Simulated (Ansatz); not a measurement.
# BSiH5: single-point calculation

- system: BSiH5
- method: RKS B3LYP-D4/def2-TZVPP (Ansatz 0.2.0)

The geometry comes from this level: PBE0-D4/def2-TZVP.

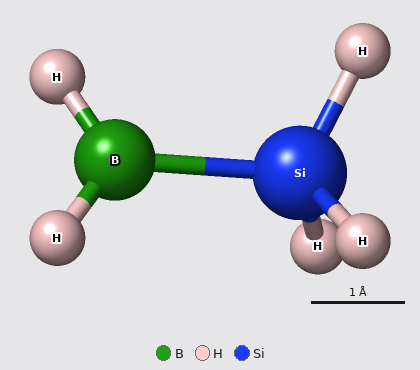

**Figure 1.** The structure as given in the input (ball-and-stick view, seen at an oblique angle). Bond lengths as drawn: B–H 1.20 Å, B–Si 2.01 Å and H–Si 1.49 to 1.50 Å.

### Results in brief

| quantity | value |
| --- | --- |
| outcome | converged |
| total energy | −8635.5390 eV |
| mean-field energy | −8635.3992 eV |
| dispersion energy | −0.1398 eV |
| SCF solution under orbital rotations | stable |
| hardware | 4 threads of Arm Neoverse V1, 23 GiB of memory available, shared host |
| wall time | 0.7 s (CPU time 2.3 s) |
| peak memory | 0.6 GiB |

### Input
```yaml
crystal:
  periodic: [false, false, false]
  atoms:
    - {symbol: B, position_ang: [-1.172866, -0.349457, 0.560754]}
    - {symbol: H, position_ang: [-1.019508, -0.601392, 1.719456]}
    - {symbol: H, position_ang: [-1.846982, 0.599438, 0.287076]}
    - {symbol: Si, position_ang: [-0.410427, -1.533401, -0.870620]}
    - {symbol: H, position_ang: [0.832709, -2.241663, -0.460876]}
    - {symbol: H, position_ang: [-1.460667, -2.568741, -1.119729]}
    - {symbol: H, position_ang: [-0.156001, -0.830142, -2.157204]}
basis:
  gaussian: {orbitals: def2-TZVPP}
hamiltonian: {xc: {name: B3LYP}, dispersion: d4}
```

Command:
```bash
ansatz run in.yaml --threads 4 --pin off --events-out ev --progress --plain --max-ram 9574MiB
```

### Log
```
Functional definition: B3LYP
  name "B3LYP"
  cite "Stephens, Devlin, Chabalowski & Frisch, J. Phys. Chem. 98, 11623 (1994) doi:10.1021/j100096a001"
  cite "Becke, Phys. Rev. A 38, 3098 (1988) doi:10.1103/PhysRevA.38.3098"
  cite "Lee, Yang & Parr, Phys. Rev. B 37, 785 (1988) doi:10.1103/PhysRevB.37.785"
  cite "Vosko, Wilk & Nusair, Can. J. Phys. 58, 1200 (1980) doi:10.1139/p80-159"
  parameter a0 = 0.2
  parameter ax = 0.72
  parameter ac = 0.81
  exchange = (1 - a0 - ax)*slater_x + ax*b88_x + a0*exact_x
  correlation = (1 - ac)*vwn_rpa_c + ac*lyp_c
755 factors; their error is unknown
mean field evaluation 1: about -8634.1830 eV, gradient 1.8e1 eV
mean field evaluation 2: about -8634.8374 eV, gradient 1.3e1 eV
mean field evaluation 4: about -8635.3939 eV, gradient 3.9e-1 eV
mean field evaluation 8: about -8635.3989 eV, gradient 7.9e-3 eV
mean field -8635.39892299 eV, -317.3450571363 hartree, gradient 2.2e-5 eV, S^2 0.000000; 0 other end points of the search recorded, 0 dependent functions left out
reference -8635.39917703 eV, -317.3450664720 hartree; 12, 12 occupied and 131, 131 virtual orbitals, 755 factors
Total energy: -8635.53898556 eV, -317.3502043406 hartree
```
